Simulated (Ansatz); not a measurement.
Base system: MoSe2 in the 2H-MoS2 type structure (space group P6_3/mmc, No. 194; a = 3.277 Å, c = 12.732 Å; layered, stacked along the Cartesian z axis).

One thing is altered: a free-standing slab of 1 layer (3 atoms, 3 a layer) is cut normal to the stacking axis, with 15 Å of vacuum and the in-plane cell relaxed.

Computed with PBE-D3(BJ), PAW, 420 eV (Ansatz, an electronic-structure program; no spin-orbit coupling).

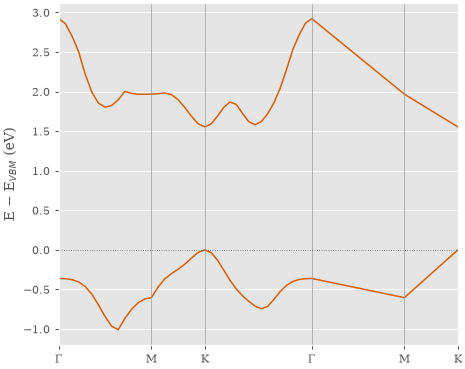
Highest valence and lowest conduction band along the path of the changed cell's own zone

The gap is 1.55 eV, direct at K; the base has 0.74 eV.

Stability against distortions was not tested. Labels are those of the standard path for the cell's own space group.
